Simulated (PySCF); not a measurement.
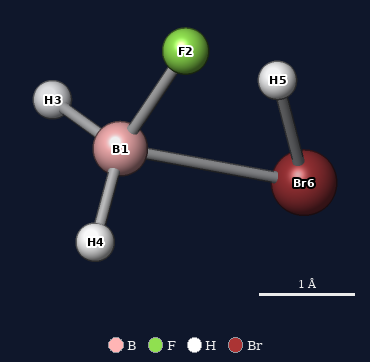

Figure 1. The structure (ball-and-stick view, seen at a tilt; atoms are numbered from 1 in the order of the input).

# What a change does: single-point calculation on BH₃BrF

System: BH₃BrF.
Method of run A: RKS B3LYP-D4/def2-TZVPP, density fitting (PySCF 2.14.0).

The geometry comes from this level: PBE0-D4/def2-TZVP. Text and figures count atoms from 1; the logs count them from 0 in places.

Input, run A:
```python
import json, numpy as np
from pyscf import gto, scf, dft, mp, cc
EV, BOHR = 27.211386245988, 0.529177210903
mol = gto.M(atom="""
B -0.077046 0.302264 -0.478152
F 1.221829 0.079836 0.269679
H -0.103410 -0.309339 -1.495743
H -0.469451 1.415357 -0.346716
H 0.524946 -0.559595 1.006963
Br -1.096968 -0.928524 1.043969
""", basis="def2-tzvpp", charge=0, spin=0, max_memory=8670, verbose=0)
def mean_field(mol, dm=None):
    mf = dft.RKS(mol, xc="b3lypg").density_fit()
    mf.conv_tol = 1e-9; mf.grids.level = 4
    mf.kernel(dm0=dm)
    if not mf.converged: mf = mf.newton().run(mf.mo_coeff, mf.mo_occ)
    assert mf.converged
    return mf
def d4(mol):
    from pyscf.dispersion.dftd4 import DFTD4Dispersion
    real = gto.M(atom=[(mol.atom_pure_symbol(i), mol.atom_coord(i)) for i in range(6)], unit='B', charge=mol.charge, spin=None, basis='def2-svp', verbose=0)
    r = DFTD4Dispersion(real, xc="b3lyp", atm=True).get_dispersion(grad=True); return r["energy"], r["gradient"]
def energy_and_gradient(mol, dm=None):
    mf = mean_field(mol, dm); e, g = d4(mol)
    return mf, (mf.e_tot + e) * EV, (mf.nuc_grad_method().kernel()[:6] + g) * EV / BOHR
out = {}
mf = mean_field(mol); e = d4(mol)[0]
out.update(energy=(mf.e_tot + e) * EV, converged=True, dispersion=e * EV)
out['s2'] = mf.spin_square()[0]; out['nelec'] = mol.nelec
print(f"Total energy {out['energy']:.6f} eV, <S^2> {out['s2']:.4f}")
json.dump(out, open("out.json", "w"), default=float)
```

Launched with:
```bash
OMP_NUM_THREADS=4 python run.py
```

Hardware: 4 threads of Arm Neoverse V2, 23 GiB of memory available, shared host.

Output (run A):
```
Total energy -73491.030258 eV, <S^2> 0.0000
```

For run B the input was changed thus:
```diff
-B -0.077046 0.302264 -0.478152
-F 1.221829 0.079836 0.269679
-H -0.103410 -0.309339 -1.495743
-H -0.469451 1.415357 -0.346716
-H 0.524946 -0.559595 1.006963
-Br -1.096968 -0.928524 1.043969
+B -0.449016 0.247037 -0.565615
+F 1.460392 -0.102313 0.566064
+H -0.043161 -0.308942 -1.531006
+H -0.409438 1.417530 -0.380525
+H 1.052631 -0.621979 1.217648
+Br -1.559605 -0.785447 0.630407
```

How does run B compare with run A?

With the same method and basis, run B lies 9.5 kcal/mol lower.

Output (run B):
```
Total energy -73491.442808 eV, <S^2> 0.0000
```

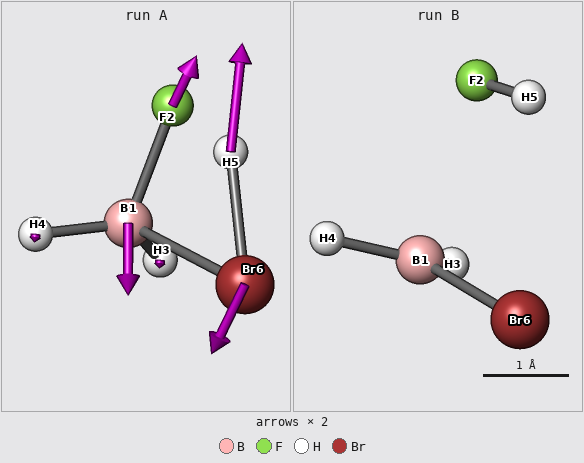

Figure 2. The two input geometries at one scale (ball-and-stick view, seen at a tilt). The pink arrows on the first give the shifts of the atoms after the best rigid fit, magnified 2 times. The atom that moves furthest after the best rigid fit is H5 (0.66 Å). Largest moves by element: H 0.66 Å, Br 0.48 Å, B 0.44 Å, F 0.34 Å. Among the contacts that change: H5–Br6 1.664 → 2.682 Å, B1–F2 1.515 → 2.247 Å, B1–Br6 2.207 → 1.931 Å, F2–H5 1.199 → 0.928 Å.

The two runs side by side:

| quantity | run A | run B |
| --- | --- | --- |
| outcome | converged | converged |
| total energy (hartree) | −2700.745548 | −2700.760709 |
| basis functions | 152 | 152 |
| wall time (shared host) | 5.5 s | 5.4 s |
